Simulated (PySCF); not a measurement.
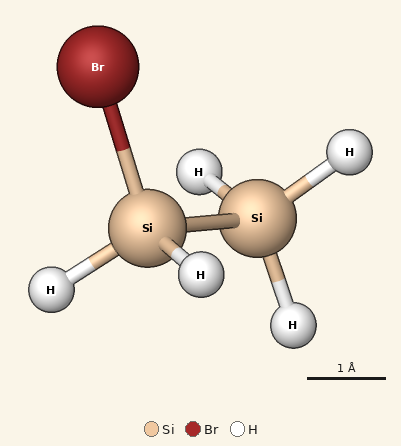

*The structure as given in the input (ball-and-stick view, seen at a tilt).*

Bond lengths as drawn: Br–Si 2.24 Å, H–Si 1.49 to 1.50 Å and Si–Si 2.34 Å.

Core-level calculation of Si2H5Br

System: Si2H5Br, SMILES [SiH3][SiH2]Br.
Method: delta-SCF UKS SCAN, def2-TZVP on the ionised atom, pcseg-1 elsewhere, spin-free X2C (PySCF 2.14.0).

Figures and captions count atoms from 1; the log counts them from 0 in places.

## Input
```
{"job": {"kind": "xps", "basis": "def2-TZVP"}, "charge": 0, "multiplicity": 1}
Si     0.538586    -0.062135     0.178504
Si    -1.720913    -0.634271     0.405971
Br    -2.927448     0.709197    -0.914872
H      1.364889    -0.928896     1.074863
H      0.961814    -0.267883    -1.238674
H      0.728757     1.369493     0.558243
H     -2.203329    -0.453178     1.806484
H     -1.982042    -2.040441    -0.020343
```

The first line tells a small driver script what to run in PySCF; the rest is the geometry in Å.

Hardware: 1 CPU thread, shared host.

Command:
```bash
OMP_NUM_THREADS=1 python <driver script> task.json out
```

## Log
```
ground state, core basis on atom 0 (Si), 107 functions
  cycle   1  E = -3181.76524148  |g| = 2.00e-01
  cycle   2  E = -3181.75842935  |g| = 2.38e-01
  cycle   3  E = -3181.77809457  |g| = 3.36e-02
  cycle   4  E = -3181.77855180  |g| = 7.15e-03
  cycle   5  E = -3181.77856985  |g| = 1.38e-03
  cycle   6  E = -3181.77857002  |g| = 4.33e-04
  E(ground) = -3181.94230321 Eh
hole in Si 1s of atom 0
  cycle   1  E = -3112.82402223  |g| = 2.95e+00
  cycle   2  E = -3112.26665096  |g| = 1.95e+00
  cycle   3  E = -3113.23707818  |g| = 7.68e-01
  cycle   4  E = -3113.74351029  |g| = 1.90e-01
  cycle   5  E = -3113.76388576  |g| = 8.06e-02
  cycle   6  E = -3113.76885742  |g| = 2.38e-02
  cycle   7  E = -3113.76929340  |g| = 4.23e-03
  cycle   8  E = -3113.76931001  |g| = 1.27e-03
  cycle   9  E = -3113.76930956  |g| = 3.91e-04
  E(ion) = -3113.94080582 Eh   <S^2> = 0.7523   hole on atom = 1.000   binding energy = 1850.415 eV
hole in Si 2p of atom 0
  cycle   1  E = -3177.49720661  |g| = 1.18e+00
  cycle   2  E = -3177.24906347  |g| = 1.06e+00
  cycle   3  E = -3177.75502771  |g| = 2.79e-01
  cycle   4  E = -3177.81489672  |g| = 9.54e-02
  cycle   5  E = -3177.81969207  |g| = 4.54e-02
  cycle   6  E = -3177.82134984  |g| = 5.39e-03
  cycle   7  E = -3177.82137230  |g| = 1.36e-03
  cycle   8  E = -3177.82137253  |g| = 2.92e-04
  E(ion) = -3177.99797935 Eh   <S^2> = 0.7523   hole on atom = 1.003   binding energy = 107.331 eV
  2p3/2 = 107.126 eV   2p1/2 = 107.736 eV
ground state, core basis on atom 1 (Si), 107 functions
  cycle   1  E = -3181.78050038  |g| = 4.36e-02
  cycle   2  E = -3181.78045074  |g| = 3.43e-02
  cycle   3  E = -3181.78069959  |g| = 1.07e-02
  cycle   4  E = -3181.78074409  |g| = 1.05e-03
  cycle   5  E = -3181.78074420  |g| = 3.44e-04
  E(ground) = -3181.94585421 Eh
hole in Si 1s of atom 1
  cycle   1  E = -3112.79687234  |g| = 2.95e+00
  cycle   2  E = -3112.47919983  |g| = 1.89e+00
  cycle   3  E = -3113.15138798  |g| = 8.45e-01
  cycle   4  E = -3113.70638486  |g| = 2.37e-01
  cycle   5  E = -3113.74452993  |g| = 5.74e-02
  cycle   6  E = -3113.74700693  |g| = 1.75e-02
  cycle   7  E = -3113.74725105  |g| = 4.97e-03
  cycle   8  E = -3113.74726829  |g| = 1.11e-03
  cycle   9  E = -3113.74727172  |g| = 4.64e-04
  E(ion) = -3113.91805802 Eh   <S^2> = 0.7526   hole on atom = 1.000   binding energy = 1851.131 eV
hole in Si 2p of atom 1
  cycle   1  E = -3177.47165764  |g| = 1.18e+00
  cycle   2  E = -3177.00760467  |g| = 1.25e+00
  cycle   3  E = -3177.66462501  |g| = 4.17e-01
  cycle   4  E = -3177.79358286  |g| = 1.05e-01
  cycle   5  E = -3177.80070776  |g| = 3.15e-02
  cycle   6  E = -3177.80155786  |g| = 5.13e-03
  cycle   7  E = -3177.80157541  |g| = 1.76e-03
  cycle   8  E = -3177.80157394  |g| = 3.68e-04
  E(ion) = -3177.97702284 Eh   <S^2> = 0.7521   hole on atom = 1.003   binding energy = 107.997 eV
  2p3/2 = 107.726 eV   2p1/2 = 108.341 eV
```

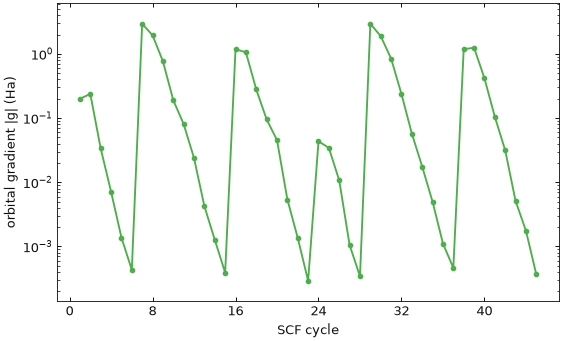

*Convergence of the self-consistent field: orbital gradient |g| against the SCF cycle.*

All cycles printed in the log are drawn one after another.

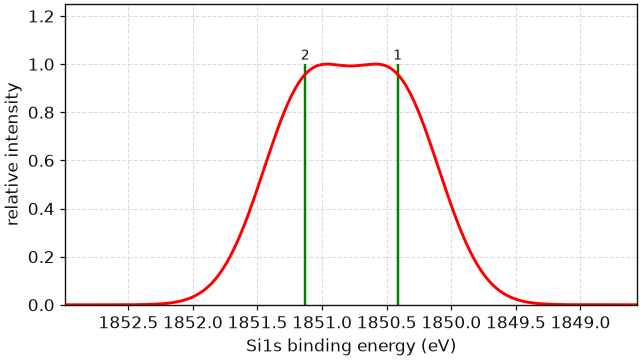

*Si1s binding energies by ΔSCF of the atoms computed, labelled by atom number, with a Gaussian envelope of 0.8 eV full width.*

They run from 1850.41 eV (atom 1) to 1851.13 eV (atom 2).

## Key numbers

```json
{"quantity": "outcome", "value": "converged"}
{"quantity": "wall time", "value": "19 s"}
{"quantity": "peak memory", "value": "0.49 GiB"}
```
